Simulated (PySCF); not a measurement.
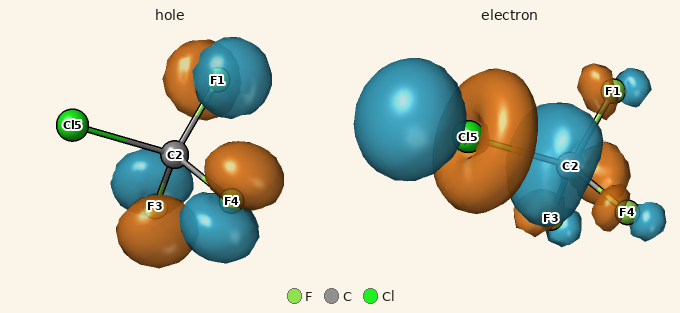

Figure. CClF$_{3}$, SMILES `FC(F)(F)Cl`. Leading natural transition orbital pair of S₃ (full linear response singlet states); the surfaces enclose about 78 % of each orbital's density.

Level of theory: CAM-B3LYP/6-311G** (PySCF), at a geometry from GFN2-xTB. No frequency check shows the geometry to be a minimum. GFN2-xTB bond lengths at metals and heavier atoms can be off by up to 0.1 Å and shapes distorted, which carries into these values. Without diffuse functions Rydberg states are missing, so the states' numbers hold for this basis only.

Cartesian coordinates (Å):

```
F1       0.8189   -0.6470    1.0543
C2       0.3510    0.0000    0.0000
F3       0.8185    1.2367    0.0330
F4       0.8181   -0.5897   -1.0877
Cl5     -1.4238    0.0000    0.0002
```

Question: Give its energy and the atoms that hole and electron lie on.

Answer: 10.96 eV (113 nm), f = 0.000 (dark); the leading pair carries 100 %; hole on F1, F3 and F4 (32 % each), electron on Cl5 (55 %) and C2 (33 %); their centroids lie 1.7 Å apart; S₄ lies within 0.1 eV of it. In canonical orbitals it is mainly HOMO−3 → LUMO (98 %). The HOMO–LUMO gap is 12.56 eV.

The PySCF run took 2.9 min on 1 thread of Intel(R) Xeon(R) Platinum 8259CL CPU @ 2.50GHz (Skylake/Cascade Lake), on a shared host, peak memory 0.59 GiB.
